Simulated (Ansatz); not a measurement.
# Direct or indirect: SiC (F-43m)

```
Si C
1.0
     0.00000    2.17900    2.17900
     2.17900    0.00000    2.17900
     2.17900    2.17900    0.00000
Si C
1 1
Direct
  0.00000 0.00000 0.00000
  0.75000 0.75000 0.75000
```

Method: Ansatz, PBE, independent particles, without spin-orbit coupling, line width 0.15 eV (Gaussian). The band structure gives a fundamental gap of 1.36 eV. The spectrum of vertical transitions near the edge:

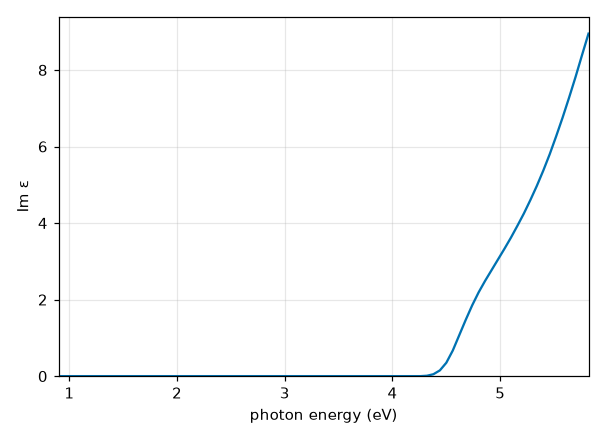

Question: Is the gap direct or indirect, and about where do vertical transitions set in?

Answer: Indirect, by the band path, whose least direct gap is 4.55 eV. The curves fit this: they stay near zero above 1.36 eV and rise only from about 4.5 eV, though a forbidden direct transition would look alike. Lines are broadened by 0.15 eV, which spreads the edge, and phonons, which would give weak absorption from the fundamental gap up, are left out.

[Logs are printed without paths, hosts, clocks, repeated set-up lines and the standing remarks that a program may print on its own settings, such as how far it seeks lower states.]
